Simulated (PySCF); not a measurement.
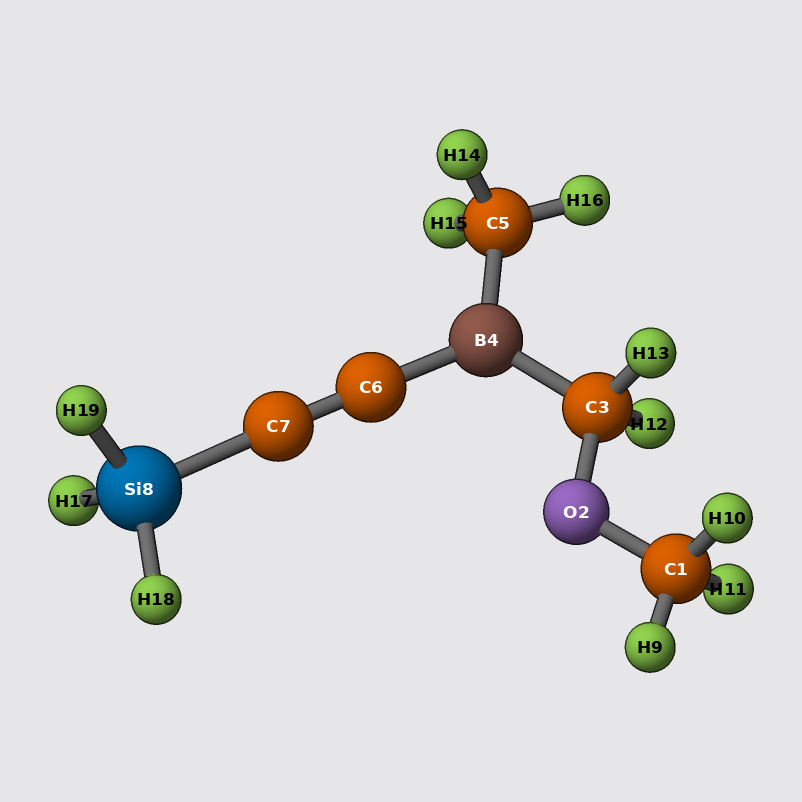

Computed geometry: GFN2-xTB optimisation. No frequency run is at hand to confirm it as a minimum. Level of theory: GIAO PBE0/pcSseg-1 NMR shielding, non-relativistic, gas phase (PySCF 2.14.0). Principal shieldings σ11 ≤ σ22 ≤ σ33, span Ω = σ33 − σ11, skew κ = 3(σiso − σ22)/Ω.

Give the shielding tensors of the Si atoms.

| atom | σ11 | σ22 | σ33 | σiso | Ω | κ |
| --- | --- | --- | --- | --- | --- | --- |
| Si8 | 436.8 | 446.3 | 461.9 | 448.3 | 25.1 | 0.24 |

Shieldings and span in ppm.

The geometry is semi-empirical. Around B, Si such bond lengths and angles can be off by a tenth of an ångström or more and by several degrees, and values that hang on the shape move with them.
